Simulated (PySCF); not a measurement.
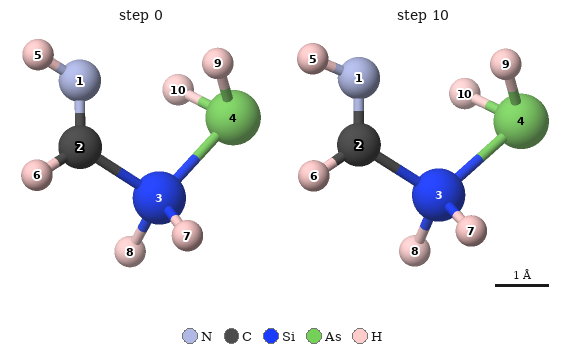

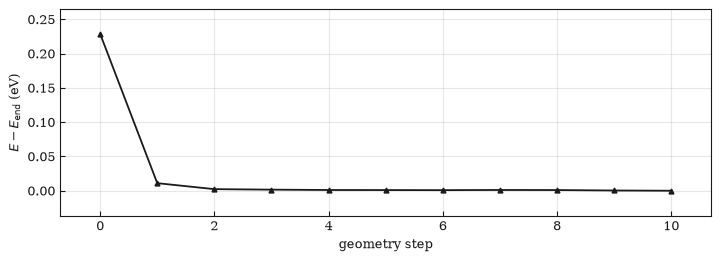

First and last geometry of a relaxation of CH6AsNSi, with the history of the run. Style: ball-and-stick. Shown at a tilt.

The start comes from GFN2-xTB. Its atoms were then displaced at random by about 0.01 Å.

The calculation used PBE0-D3(BJ)/def2-SVP geometry optimisation, gas phase in PySCF. 

**What do the curves and the structures tell?**

It converged. H5 moves most after the best rigid fit: 0.25 Å. By element the largest moves are H 0.25 Å, N 0.16 Å, As 0.16 Å, Si 0.09 Å, C 0.08 Å. Some distances before and after: Si3–As4 2.281 → 2.358 Å, As4–H9 1.477 → 1.525 Å, As4–H10 1.482 → 1.525 Å, N1–H5 0.995 → 1.027 Å. Bond angles that change, for instance: As4–Si3–H8 117.4° → 110.4°, C2–N1–H5 117.3° → 111.0°, C2–Si3–As4 106.8° → 112.2°. The energy falls by 0.229 eV in 10 geometry steps. Cost: 50 s on 1 thread of Arm Neoverse V1, with other jobs on the host.
